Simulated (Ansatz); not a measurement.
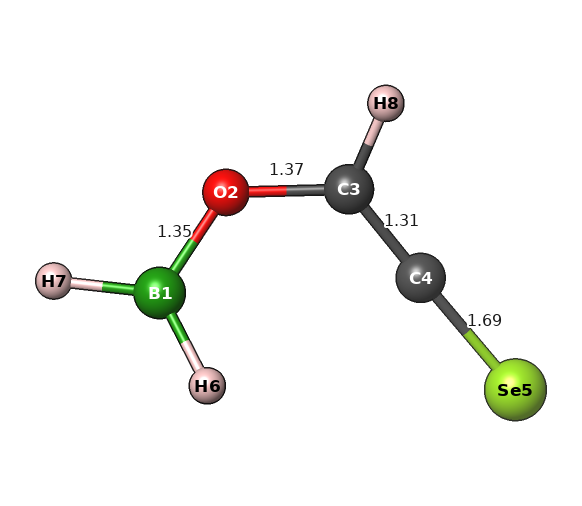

Bond lengths are marked in Å; every bond is drawn as one stick. The computed structure is the end point of a PBE0-D4/def2-TZVP optimisation. No frequency run is at hand to confirm it as a minimum.

**Assign a bond order to each marked bond.**

B1–O2 single; O2–C3 single; C3–C4 double; C4–Se5 double.

**Write the SMILES.**

BOC=C=[Se]
